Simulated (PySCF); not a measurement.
## Electronic structure of C₃H₉NSi (SMILES C=CC[SiH2]N) in real space

```
atom    x (Å)    y (Å)    z (Å)
   C   2.1707  -0.0343   0.8906
   C   1.1904   0.5449   0.2194
   C   0.4652  -0.0642  -0.9235
  Si  -1.2551  -0.7120  -0.4058
   N  -2.1381   0.6617   0.1438
   H   2.5360  -1.0127   0.6229
   H   2.6542   0.4429   1.7264
   H   0.8505   1.5309   0.5128
   H   1.0447  -0.8902  -1.3341
   H   0.3357   0.6765  -1.7125
   H  -1.0702  -1.7904   0.5793
   H  -1.9945  -1.2102  -1.5670
   H  -3.1011   0.5429   0.4134
   H  -1.6892   1.3136   0.7672
```

Geometry: GFN2-xTB.

The calculation used PBE0/pcSseg-1, SCF density, gas phase, non-relativistic (PySCF).

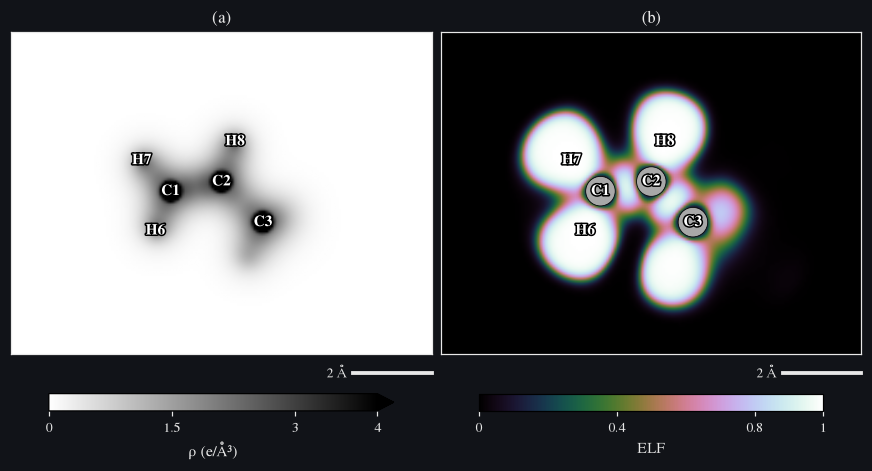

Figure 1. (a) total electron density; (b) electron localisation function on the plane of atoms C3, C2 and H8. Grey discs cover the atomic cores in the ELF map.

**Interpret the plot.**

- The section cuts through C and H sites.
- C–C (1.32 Å): ρ at the midpoint is about 2.3 e/Å³; the ELF peaks at about 0.90 between the atoms (a multiple bond).
- C–C (1.48 Å): ρ is about 1.7 e/Å³ halfway; the ELF peaks at about 0.95 between the atoms; a shared electron pair.
- C–H (1.08 Å): ρ is about 2 e/Å³ halfway; the ELF climbs to about 1 towards the hydrogen, as it does in any bond to H; a covalent bond by its length.

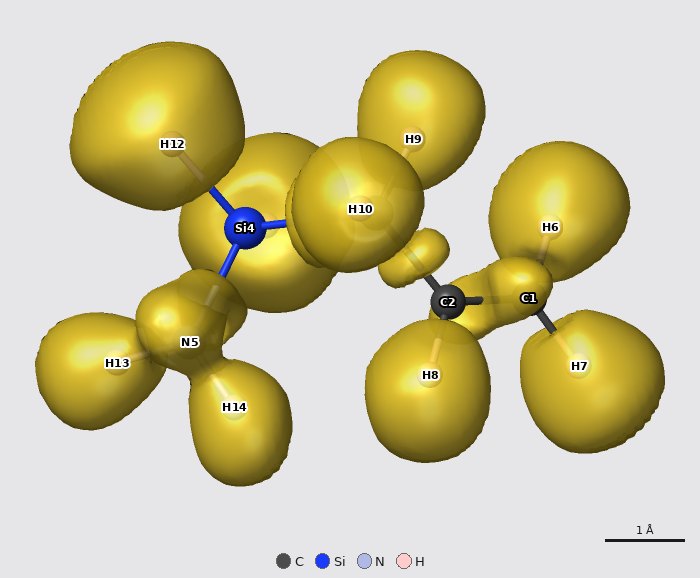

Figure 2. Isosurface of the ELF at 0.8 (yellow), seen across its widest extent. Only the valence region is drawn (cores and ρ < 0.01 e/Å³ removed).

**Identify the bonds, lone pairs and shells in this picture.**

The surface consists of two regions between bonded C–C atoms (shared pairs), one region between bonded C–Si atoms (shared pairs), seven regions around hydrogen nuclei and one joined region spread over several atoms (H, N), in which their bonds and any lone pairs are merged. Profiles from the grid: Si–N (1.72 Å): the ELF peaks at about 0.90 between the atoms, as expected for a shared but strongly polarised pair.

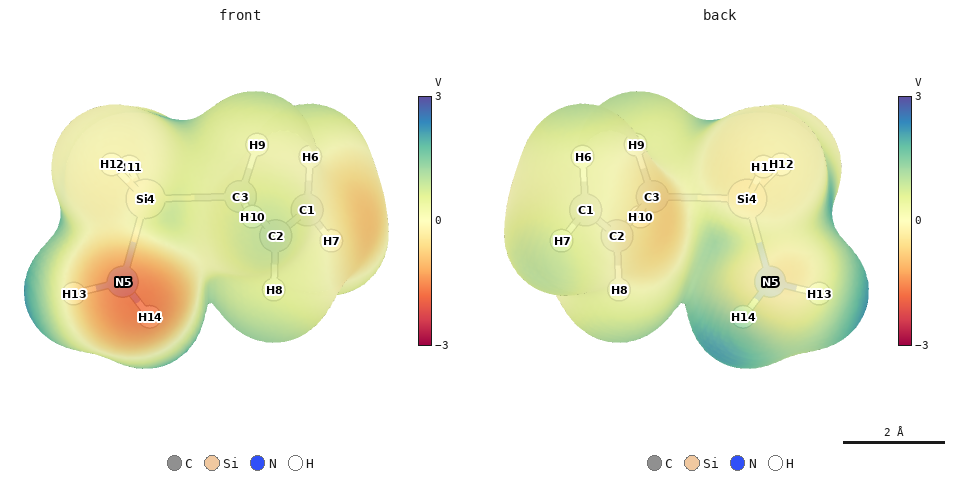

Figure 3. The molecular electrostatic potential painted on the density surface at 0.004 e/bohr³, seen from the front and from behind; the colour scale runs from red (negative) to blue (positive).

**Describe the electrostatic potential map.**

The most negative region (about −1.7 V, or −39 kcal/mol for a unit charge) lies over N5, the most positive (about +2.1 V, or +48 kcal/mol for a unit charge) over H13 and H14. N5 is the likeliest acceptor of a hydrogen bond.

**What dipole moment does the calculation give?**

Its dipole moment is 0.99 D.
